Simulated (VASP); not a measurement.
Band structure of Be2C (antifluorite). These are revPBE GGA, VASP's PBE PAW potentials (set 64) (plane waves; VASP) values and carry that method's errors.

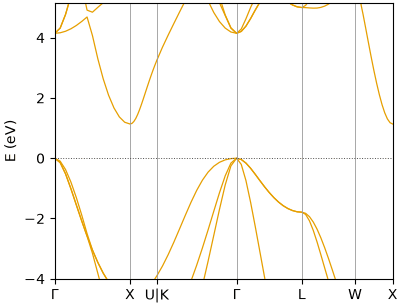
Fig. 1. Bands along high-symmetry lines, zero at the valence-band maximum or, without a gap, the Fermi level

Q: Read the plot: is there a gap, and where are the band edges?

A: The gap is indirect, 1.13 eV, from the valence maximum at Γ to the conduction minimum at X. (Edges off the drawn lines would not show.)

The compound is Be2C in the antifluorite structure. It was relaxed first.
